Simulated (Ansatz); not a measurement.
```tsv
atom	x (Å)	y (Å)	z (Å)
Ge	-2.7241	0.4333	2.0181
N	-2.9584	-0.5529	0.6712
S	-2.7014	1.9656	3.3036
H	-2.5984	-1.5030	0.7586
```

Geometry: r2SCAN-D4/def2-TZVP.

Theory: isolated molecule in a Gaussian basis; Kohn-Sham density functional theory, functional PBE0 in Ansatz.

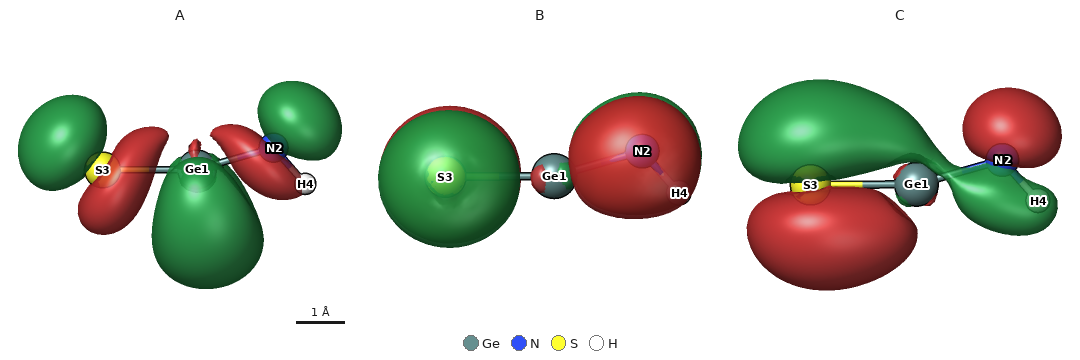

GeHNS. Three frontier orbitals at ±0.08 Å⁻³ᐟ² (green and red are the two phases), in no order.

> Which picture is the HOMO−1, the HOMO and the LUMO?

C is the HOMO−1 (−8.19 eV). By Hirshfeld shares it lies mainly on S3 (about 65 %), Ge1 (about 15 %) and N2 (about 15 %); it is symmetric in the molecular plane (an in-plane orbital: σ, lone-pair or in-plane π type); largely a lone pair of S3. B is the HOMO (−7.63 eV). Its weight (Hirshfeld) is mainly on S3 (about 45 %), N2 (about 40 %) and Ge1 (about 15 %); it changes sign across the molecular plane (π type); π-bonding across Ge1–N2. A is the LUMO (−2.67 eV). By Hirshfeld shares it lies mainly on Ge1 (about 50 %), S3 (about 25 %) and N2 (about 20 %); it is symmetric in the molecular plane (an in-plane orbital: σ, lone-pair or in-plane π type).

> What is the HOMO–LUMO gap?

4.96 eV between the orbital energies.
